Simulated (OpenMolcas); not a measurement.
**One shape, several levels: HBS (hydrogen boron sulfide)**

Wanted: a comparison of 6 runs (HF/STO-3G, B3LYP/def2-TZVPPD, BLYP/def2-TZVPPD, M06-L/def2-TZVPPD, MP2/def2-TZVPPD, CCSD(T)/def2-TZVPPD) of HBS (hydrogen boron sulfide). 

Program for the calculation: OpenMolcas 26.06.

1 further run of the same task is left out (set aside as unsound or not needed).

### Step 1. The system as given

HBS: 3 atoms, total charge 0, spin state singlet. As SMILES, `B=S`. One bond was lengthened or shortened from a relaxed shape.

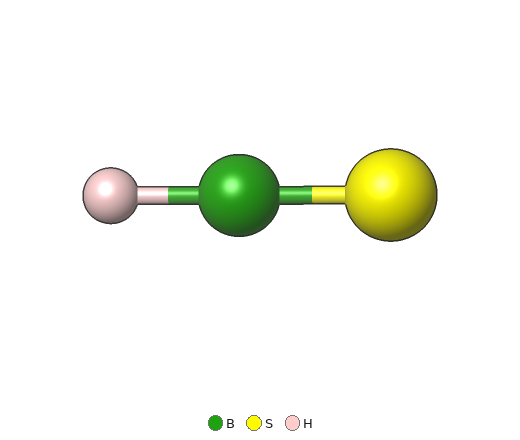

The structure, seen from a chosen angle (boron green, sulfur yellow, hydrogen pink).

### Step 2. A single-point energy at HF/STO-3G (run 1)

Contents of struct.xyz:

```xyz
3

B      0.009618     0.003218    -0.033820
S      0.447448     0.165418    -1.561860
H     -0.360510    -0.133080     1.258530
```

Contents of calc.inp:

```
* BHS Hartree-Fock
&GATEWAY
BasLib=$CurrDir
Coord=struct.xyz
Basis=STO-3G
Group=NoSym
&SEWARD
&SCF
Thresholds=1e-10 1e-07 1e-07 1e-05
PrOrbitals=1 2
```

The basis set STO-3G is read from a file made from the Basis Set Exchange's data (not shown).

Run with:

```console
$ export MOLCAS_MEM=1860
$ pymolcas calc.inp > calc.log
```

What it wrote:

```text
--- Start Module: gateway ---
[...]
--- Stop Module: gateway /rc=_RC_ALL_IS_WELL_ ---
--- Start Module: seward ---
[...]
      Basis functions           15
--- Stop Module: seward /rc=_RC_ALL_IS_WELL_ ---
[...]
--- Start Module: scf ---
[...]
       Convergence after  10 Iterations
[...]
::    Total SCF energy                               -418.0984879417
[...]
      Total spin, S                                     0.0000000000
[...]
      Total electronic charge=   22.000000
      Total            charge=   -0.000000
[...]
      Dipole Moment (debye):
      Origin of the operator (angstrom)=    0.3194    0.1180   -1.1148
                   X= -2.9186E-01               Y= -1.0843E-01               Z=  1.0184E+00           Total=  1.0649E+00
      Quadrupole Moment (debye*angstrom):
[...]
--- Stop Module: scf /rc=_RC_ALL_IS_WELL_ ---
[...]
```

It took 2.9 s on 1 thread of AMD EPYC 7R43 (Zen 3), shared host; peak memory 0.36 GiB.

### Step 3. The energy at B3LYP/def2-TZVPPD (run 2)

Contents of mol.input:

```
&gateway
 baslib=$CurrDir
 coord
 3
 angstrom
 B        0.009618       0.003218      -0.033820
 S        0.447448       0.165418      -1.561860
 H       -0.360510      -0.133080       1.258530
 basis=def2-TZVPPD
 group=NoSym

&seward
 gridinput
 Grid=UltraFine
 End of Grid

&scf
 ksdft=B3LYP
 thresholds=1e-10 1e-07 1e-07 1e-05
 prorbitals=1
```

The basis set def2-TZVPPD is read from a file made from the Basis Set Exchange's data (not shown).

Run with:

```console
$ export MOLCAS_MEM=1860
$ pymolcas mol.input > mol.log
```

What it wrote:

```text
--- Start Module: gateway ---
[...]
--- Stop Module: gateway /rc=_RC_ALL_IS_WELL_ ---
--- Start Module: seward ---
[...]
      Basis functions          105
--- Stop Module: seward /rc=_RC_ALL_IS_WELL_ ---
[...]
--- Start Module: scf ---
[...]
       Convergence after  13 Iterations
[...]
::    Total KS-DFT energy                            -423.6822338772
[...]
      Total spin, S                                     0.0000000000
[...]
      Total electronic charge=   22.000000
      Total            charge=   -0.000000
[...]
      Dipole Moment (debye):
      Origin of the operator (angstrom)=    0.3194    0.1180   -1.1148
                   X= -3.6110E-01               Y= -1.3368E-01               Z=  1.2603E+00           Total=  1.3178E+00
      Quadrupole Moment (debye*angstrom):
[...]
--- Stop Module: scf /rc=_RC_ALL_IS_WELL_ ---
[...]
```

Run time: 29 s. Hardware: 1 thread of AMD EPYC 7R43 (Zen 3), shared host; peak memory 0.59 GiB.

Run 3 isn't shown in full; the table further down has it.

### Step 4. A single-point energy at M06-L/def2-TZVPPD (run 4)

Contents of job.inp:

```
* BHS Kohn-Sham DFT

&GATEWAY
 BasLib=$CurrDir
 Coord
 3
 angstrom
 B        0.009618       0.003218      -0.033820
 S        0.447448       0.165418      -1.561860
 H       -0.360510      -0.133080       1.258530
 Basis=def2-TZVPPD
 Group=NoSym

&SEWARD
 GridInput
 Grid=UltraFine
 End of Grid

&SCF
 KSDFT=M06L
 Thresholds=1e-10 1e-07 1e-07 1e-05
 PrOrbitals=1 1
```

The basis set def2-TZVPPD is read from a file made from the Basis Set Exchange's data (not shown).

Run with:

```console
$ export MOLCAS_MEM=1860
$ pymolcas job.inp > job.log
```

What it wrote:

```text
--- Start Module: gateway ---
[...]
--- Stop Module: gateway /rc=_RC_ALL_IS_WELL_ ---
--- Start Module: seward ---
[...]
      Basis functions          105
--- Stop Module: seward /rc=_RC_ALL_IS_WELL_ ---
[...]
--- Start Module: scf ---
[...]
       Convergence after  16 Iterations
[...]
::    Total KS-DFT energy                            -423.6531025574
[...]
      Total spin, S                                     0.0000000000
[...]
      Total electronic charge=   22.000000
      Total            charge=   -0.000000
[...]
      Dipole Moment (debye):
      Origin of the operator (angstrom)=    0.3194    0.1180   -1.1148
                   X= -3.0360E-01               Y= -1.1246E-01               Z=  1.0596E+00           Total=  1.1079E+00
      Quadrupole Moment (debye*angstrom):
[...]
--- Stop Module: scf /rc=_RC_ALL_IS_WELL_ ---
[...]
```

Run time: 39 s. Hardware: 1 thread of AMD EPYC 7R43 (Zen 3), shared host; peak memory 0.6 GiB.

Run 5 isn't shown in full; the table further down has it.

### Step 5. A single-point energy at CCSD(T)/def2-TZVPPD (Cholesky decomposition) (run 6)

Contents of coord.xyz:

```xyz
3

B      0.009618     0.003218    -0.033820
S      0.447448     0.165418    -1.561860
H     -0.360510    -0.133080     1.258530
```

Contents of job.inp:

```
&GATEWAY
 BASLIB=$CurrDir
 COORD=coord.xyz
 BASIS=def2-TZVPPD
 GROUP=NoSym

&SEWARD
 HIGH

&SCF
 THRESHOLDS=1e-10 1e-07 1e-07 1e-05
 PRORBITALS=1 2

&CHCC
 FROZEN=6
 THRESHOLD=1e-08
 MAXITERATIONS=80

&CHT3
 FROZEN=6
```

The basis set def2-TZVPPD is read from a file made from the Basis Set Exchange's data (not shown).

Run with:

```console
$ export MOLCAS_MEM=1860
$ pymolcas job.inp > job.log
```

What it wrote:

```text
--- Start Module: gateway ---
[...]
--- Stop Module: gateway /rc=_RC_ALL_IS_WELL_ ---
[...]
      Basis functions          105
[...]
       Convergence after  13 Iterations
[...]
::    Total SCF energy                               -422.8167954191
[...]
      Total spin, S                                     0.0000000000
[...]
      Total electronic charge=   22.000000
      Total            charge=   -0.000000
[...]
      Dipole Moment (debye):
      Origin of the operator (angstrom)=    0.3194    0.1180   -1.1148
                   X= -5.2342E-01               Y= -1.9386E-01               Z=  1.8268E+00           Total=  1.9102E+00
      Quadrupole Moment (debye*angstrom):
[...]
--- Start Module: chcc ---
[...]
--- Stop Module: chcc /rc=_RC_ALL_IS_WELL_ ---
[...]
--- Start Module: cht3 ---
[...]
--- Stop Module: cht3 /rc=_RC_ALL_IS_WELL_ ---
[...]
```

Run time: 2.5 min. Hardware: 1 thread of AMD EPYC 7R43 (Zen 3), shared host; peak memory 0.18 GiB.

### Step 6. Overview of the runs

```
run                                         level  integration grid  frozen core orbitals  energy (Eh)  dipole moment (D) of the reference  HOMO energy (eV)  LUMO energy (eV)  wall time
  1                                     HF/STO-3G                 –                     –  -418.098488                                1.06             -7.89              7.89      2.9 s
  2                             B3LYP/def2-TZVPPD         UltraFine                     –  -423.682234                                1.32             -8.32             -1.47       29 s
  3                              BLYP/def2-TZVPPD         UltraFine                     –  -423.651027                                1.15             -7.27             -2.04       32 s
  4                             M06-L/def2-TZVPPD         UltraFine                     –  -423.653103                                1.11             -7.67             -1.87       39 s
  5                               MP2/def2-TZVPPD                 –                     6  -423.081249                                1.91            -11.02              1.17       18 s
  6  CCSD(T)/def2-TZVPPD (Cholesky decomposition)                 –                     6  -423.118980                                1.91            -11.02              1.17    2.5 min
```

### Step 7. Outcome

```
                                          quantity          value
                               run 6: total energy  -423.11898 Eh
         run 6: dipole moment (mean-field density)         1.91 D
        run 6: HOMO energy (Hartree–Fock orbitals)      -11.02 eV
        run 6: LUMO energy (Hartree–Fock orbitals)        1.17 eV
      run 6: HOMO–LUMO gap (Hartree–Fock orbitals)       12.19 eV
run 6: correlation energy (6 core orbitals frozen)     -302.2 mEh
                             run 6: (T) correction     -16.47 mEh
```

What this shows: Over runs 1, 2, 3, 4 the dipole moment (its size) runs from 1.06 D (HF/STO-3G) to 1.32 D (B3LYP/def2-TZVPPD). The two ends differ in method and basis. Over runs 1, 2, 3, 4 the HOMO–LUMO gap runs from 5.23 eV (BLYP/def2-TZVPPD) to 15.78 eV (HF/STO-3G). Totals of different functionals can't be ranked against each other. In run 1 the basis is minimal, so the values are rough. All runs together took 4.5 min, the longest 2.5 min.
